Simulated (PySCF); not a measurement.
# C4H2FN3: the cost of one run

Computed with PySCF 2.14.0, with density-fitted response routines of our own, on a single molecule in the gas phase. Atoms count from 0, in the outputs and in this text.

### 1 The molecule as given

10 atoms, charge 0, multiplicity 1; geometry from: GFN2-xTB.

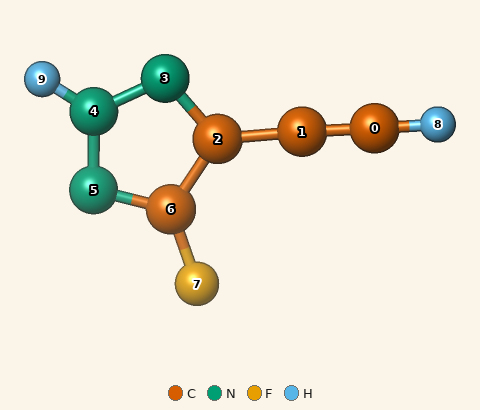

As it starts; carbon orange, nitrogen teal, fluorine amber, hydrogen blue, atoms numbered.

### 2 TDDFT and polarisability: wB97X-D/def2-SVPD

The job: settings as JSON, then the geometry in Å.

```
{"job": {"kind": "uv", "xc": "wB97X-D", "basis": "def2-SVPD", "nstates": 8, "ntriplets": 3}, "charge": 0, "multiplicity": 1}
C     -2.510744     0.937625     0.438491
C     -1.409432     0.502190     0.245355
C     -0.124927     0.009089    -0.033102
N      0.658131    -0.628291     0.833385
N      1.749096    -0.908751     0.166642
N      1.770861    -0.511640    -1.089070
C      0.600464     0.073361    -1.250073
F      0.222475     0.615882    -2.391758
H     -3.472617     1.313530     0.620360
H      2.525576    -1.398341     0.584400
```

With the program's defaults for keys left out, this is: TDDFT wB97X-D/def2-SVPD, vertical, gas phase, core orbitals frozen in the response.

Started as:

```bash
> OMP_NUM_THREADS=1 python probes_run.py task.json out
```

The driver reads the jobs from task.json and runs them one after another.

**Question.** How long does this first job take on 1 thread of Intel Xeon Platinum 8259CL at 2.50GHz, shared host, and how much memory does it need?

About 31 s, with a peak of 0.8 GiB.
